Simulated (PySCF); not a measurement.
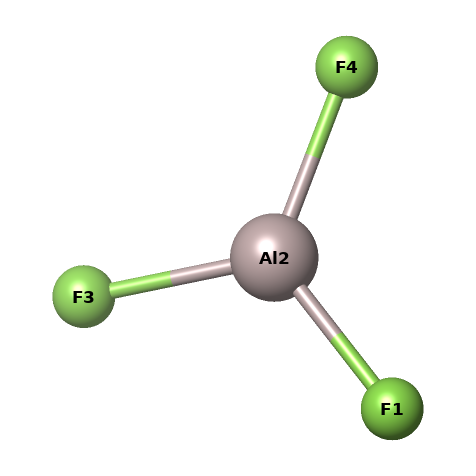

Computed geometry: GFN2-xTB optimisation. No frequency run is at hand to confirm it as a minimum. Method: delta-SCF UKS SCAN, pcX-2 on the ionised atom, pcseg-1 elsewhere, spin-free X2C (PySCF 2.14.0).

Give the core-electron binding energies (to vacuum; p and d levels without spin–orbit splitting) of F1 1s, Al2 1s, Al2 2p.

```csv
atom,level,binding energy (eV)
F1,1s,693.1
Al2,1s,1570.3
Al2,2p,83.7
```

The geometry is semi-empirical. Around Al such bond lengths and angles can be off by a tenth of an ångström or more and by several degrees, and values that hang on the shape move with them.
